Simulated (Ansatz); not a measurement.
# AlH₇NPSi: small, medium and large basis sets

How large a basis does AlH₇NPSi need? Two functionals are run in growing sets.

Method: one geometry, several basis sets; program: Ansatz 0.2.0, Gaussian basis.

Levels to be run: PBE0-D4/def2-SVP; ωB97M-V/def2-SVP; PBE0-D4/def2-QZVPP; ωB97M-V/def2-QZVPP; the functionals' def2-TZVPP values are taken from earlier runs.

## Step 1: Structure used throughout

All runs share one geometry, relaxed beforehand with PBE0-D4 in a triple-zeta def2 set.

SMILES `[AlH2][NH]P[SiH3]`, 11 atoms, charge 0, spin multiplicity 1.

Atoms are counted from 1 here; the program's logs count them from 0.

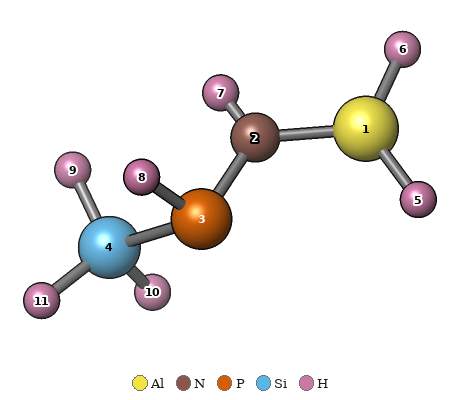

The geometry (aluminium yellow, nitrogen brown, phosphorus orange, silicon blue, hydrogen pink); atoms are numbered from 1 in the order of the file.

## Step 2: PBE0-D4 in def2-SVP

Contents of in.yaml:

```yaml
crystal:
  periodic: [false, false, false]
  atoms:
    - {symbol: Al, position_ang: [1.052829, 2.340627, 0.175188]}
    - {symbol: N, position_ang: [0.480331, 0.692193, 0.556473]}
    - {symbol: P, position_ang: [0.864539, -0.709215, -0.357068]}
    - {symbol: Si, position_ang: [-1.163752, -1.676514, -0.564175]}
    - {symbol: H, position_ang: [2.006957, 2.529630, -1.066884]}
    - {symbol: H, position_ang: [0.542764, 3.494717, 1.130390]}
    - {symbol: H, position_ang: [-0.136660, 0.553333, 1.346591]}
    - {symbol: H, position_ang: [1.289711, -1.614912, 0.661129]}
    - {symbol: H, position_ang: [-1.920062, -1.640465, 0.721208]}
    - {symbol: H, position_ang: [-1.951171, -0.935771, -1.585175]}
    - {symbol: H, position_ang: [-0.999887, -3.090723, -0.997075]}
basis:
  gaussian: {orbitals: def2-SVP}
hamiltonian: {xc: pbe0, dispersion: d4}
output: {orbitals: {seedname: orbitals}}
```

Run with:

```sh
$ ansatz run in.yaml --threads 4 --pin off --events-out ev --progress --plain --max-ram 10444MiB
```

What it wrote:

```text
Functional definition: PBE0
  name "PBE0"
  cite "Adamo & Barone, J. Chem. Phys. 110, 6158 (1999) doi:10.1063/1.478522"
  cite "Perdew, Burke & Ernzerhof, Phys. Rev. Lett. 77, 3865 (1996) doi:10.1103/PhysRevLett.77.3865"
  parent pbe
  parameter a = 0.25
  parameter kappa = 0.804
  parameter beta = 0.06672455060314922
  exchange = (1 - a)*pbe_x(kappa = kappa, mu = beta*pi^2/3) + a*exact_x
  correlation = pbe_c(beta = beta)
989 factors; integrals over basis functions are off by at most 1.2e-3 eV
mean field evaluation 1: about -25342.0184 eV, gradient 5.0e1 eV
mean field evaluation 2: about -25328.0046 eV, gradient 8.7e1 eV
mean field evaluation 4: about -25347.1249 eV, gradient 2.1e0 eV
mean field evaluation 8: about -25347.2262 eV, gradient 1.5e-1 eV
mean field evaluation 16: about -25347.2263 eV, gradient 8.8e-5 eV
mean field -25347.22626754 eV, -931.4933843650 hartree, gradient 8.8e-5 eV, S^2 0.000000; 0 other end points of the search recorded, 0 dependent functions left out
reference -25347.22630184 eV, -931.4933856256 hartree; 28, 28 occupied and 75, 75 virtual orbitals, 989 factors
Total energy: -25347.45623089 eV, -931.5018353623 hartree
```

Run time: 1.1 s. Hardware: 4 threads of Arm Neoverse V1, shared host.

## Step 3: ωB97M-V in def2-SVP

Changes to in.yaml since step 2:

```diff
@@ -16,3 +16,3 @@
   gaussian: {orbitals: def2-SVP}
-hamiltonian: {xc: pbe0, dispersion: d4}
+hamiltonian: {xc: {name: wB97M-V}}
 output: {orbitals: {seedname: orbitals}}
```

The command is unchanged.

What it wrote, shortened:

```text
Functional definition: wB97M-V
  name "wB97M-V"
  cite "Mardirossian & Head-Gordon, J. Chem. Phys. 144, 214110 (2016) doi:10.1063/1.4952647"
  cite "Becke, J. Chem. Phys. 107, 8554 (1997) doi:10.1063/1.475007"
  cite "Vydrov & Van Voorhis, J. Chem. Phys. 133, 244103 (2010) doi:10.1063/1.3521275"
  # Of w^i u^j: cxij and so on, Table III.
[...]
  gx(w, u) = 1 - cx + cx01*u + cx10*w
  gss(w, u) = css00 + css04*u^4 + css10*w + css20*w^2 + css43*w^4*u^3
  gos(w, u) = cos00 + cos10*w + (cos20 + cos21*u)*w^2 + (cos60 + cos61*u)*w^6
[...]
      + integral(e_c_pw_mod_opposite_spin*gos(b97_w_opposite, b97_u_opposite)) + vv10(b, c)
989 factors; integrals over basis functions are off by at most 1.2e-3 eV
369 factors; integrals over basis functions are off by at most 1.0e-5 eV
[...]
mean field -25356.39632374 eV, -931.8303777146 hartree, gradient 5.1e-5 eV, S^2 0.000000; 0 other end points of the search recorded, 0 dependent functions left out
reference -25356.39637905 eV, -931.8303797473 hartree; 28, 28 occupied and 75, 75 virtual orbitals, 989 factors
Total energy: -25356.39637905 eV, -931.8303797473 hartree
```

Run time: 5 s. Hardware: 4 threads of Arm Neoverse V1, shared host; peak memory 0.33 GiB.

## Step 4: PBE0-D4 in def2-QZVPP

Changes to in.yaml since step 3:

```diff
@@ -15,4 +15,4 @@
 basis:
-  gaussian: {orbitals: def2-SVP}
-hamiltonian: {xc: {name: wB97M-V}}
+  gaussian: {orbitals: "def2-QZVPP.json"}
+hamiltonian: {xc: pbe0, dispersion: d4}
 output: {orbitals: {seedname: orbitals}}
```

Launched as before.

What it wrote:

```text
Functional definition: PBE0
  name "PBE0"
  cite "Adamo & Barone, J. Chem. Phys. 110, 6158 (1999) doi:10.1063/1.478522"
  cite "Perdew, Burke & Ernzerhof, Phys. Rev. Lett. 77, 3865 (1996) doi:10.1103/PhysRevLett.77.3865"
  parent pbe
  parameter a = 0.25
  parameter kappa = 0.804
  parameter beta = 0.06672455060314922
  exchange = (1 - a)*pbe_x(kappa = kappa, mu = beta*pi^2/3) + a*exact_x
  correlation = pbe_c(beta = beta)
1781 factors; their error is unknown
mean field evaluation 1: about -25350.8804 eV, gradient 6.2e1 eV
mean field evaluation 2: about -25327.7850 eV, gradient 1.1e2 eV
mean field evaluation 4: about -25358.2758 eV, gradient 3.6e0 eV
mean field evaluation 8: about -25358.3076 eV, gradient 5.7e-2 eV
mean field evaluation 16: about -25358.3345 eV, gradient 1.5e-5 eV
mean field -25358.33446406 eV, -931.9016030577 hartree, gradient 1.5e-5 eV, S^2 0.000000; 0 other end points of the search recorded, 0 dependent functions left out
reference -25358.33451680 eV, -931.9016049959 hartree; 28, 28 occupied and 449, 449 virtual orbitals, 1781 factors
Total energy: -25358.56444585 eV, -931.9100547325 hartree
```

Run time: 9 s. Hardware: 4 threads of Arm Neoverse V1, shared host; peak memory 1.9 GiB.

## Step 5: ωB97M-V in def2-QZVPP

Changes to in.yaml since step 4:

```diff
@@ -16,3 +16,3 @@
   gaussian: {orbitals: "def2-QZVPP.json"}
-hamiltonian: {xc: pbe0, dispersion: d4}
+hamiltonian: {xc: {name: wB97M-V}}
 output: {orbitals: {seedname: orbitals}}
```

The command is unchanged.

What it wrote, shortened:

```text
Functional definition: wB97M-V
  name "wB97M-V"
  cite "Mardirossian & Head-Gordon, J. Chem. Phys. 144, 214110 (2016) doi:10.1063/1.4952647"
  cite "Becke, J. Chem. Phys. 107, 8554 (1997) doi:10.1063/1.475007"
  cite "Vydrov & Van Voorhis, J. Chem. Phys. 133, 244103 (2010) doi:10.1063/1.3521275"
  # Of w^i u^j: cxij and so on, Table III.
[...]
  gx(w, u) = 1 - cx + cx01*u + cx10*w
  gss(w, u) = css00 + css04*u^4 + css10*w + css20*w^2 + css43*w^4*u^3
  gos(w, u) = cos00 + cos10*w + (cos20 + cos21*u)*w^2 + (cos60 + cos61*u)*w^6
[...]
      + integral(e_c_pw_mod_opposite_spin*gos(b97_w_opposite, b97_u_opposite)) + vv10(b, c)
1686 factors; their error is unknown
440 factors; integrals over basis functions are off by at most 1.1e-5 eV
[...]
mean field -25367.56655129 eV, -932.2408760056 hartree, gradient 5.5e-5 eV, S^2 0.000000; 0 other end points of the search recorded, 0 dependent functions left out
reference -25367.56663608 eV, -932.2408791217 hartree; 28, 28 occupied and 449, 449 virtual orbitals, 1686 factors
Total energy: -25367.56663608 eV, -932.2408791217 hartree
```

Wall time 20 s (4 threads of Arm Neoverse V1, shared host); peak memory 2.2 GiB.

## Step 6: Functionals by basis

The def2-TZVPP values come from earlier runs at the same geometry.

| functional | basis | functions | energy (eV) | from the largest (eV) | HOMO (eV) | LUMO (eV) |
| --- | --- | --- | --- | --- | --- | --- |
| PBE0-D4 | def2-SVP | 103 | -25347.4562 | 11.108 | -6.95 | -0.89 |
| PBE0-D4 | def2-TZVPP | 255 | -25357.6914 | 0.873 | -6.97 | -1.04 |
| PBE0-D4 | def2-QZVPP | 477 | -25358.5644 | 0.000 | -6.98 | -1.10 |
| ωB97M-V | def2-SVP | 103 | -25356.3964 | 11.170 | -9.00 | 0.82 |
| ωB97M-V | def2-TZVPP | 255 | -25366.7412 | 0.825 | -9.06 | 0.56 |
| ωB97M-V | def2-QZVPP | 477 | -25367.5666 | 0.000 | -9.07 | 0.29 |

## Step 7: What came out

| quantity | value |
| --- | --- |
| PBE0-D4: double and triple zeta above quadruple | 11.11, 0.87 eV |
| ωB97M-V: double and triple zeta above quadruple | 11.17, 0.83 eV |

**Reading.** PBE0-D4 gains 10.24 eV from double to triple zeta, then 0.87 eV more. Total energies overstate the basis error of differences, where much of it tends to cancel. The LUMO of ωB97M-V is positive and keeps falling with the basis (0.82 to 0.29 eV): an unbound level that the basis holds in place.

For PBE0-D4 the largest set took about 9 times as long as the smallest (9 s against 1.1 s).
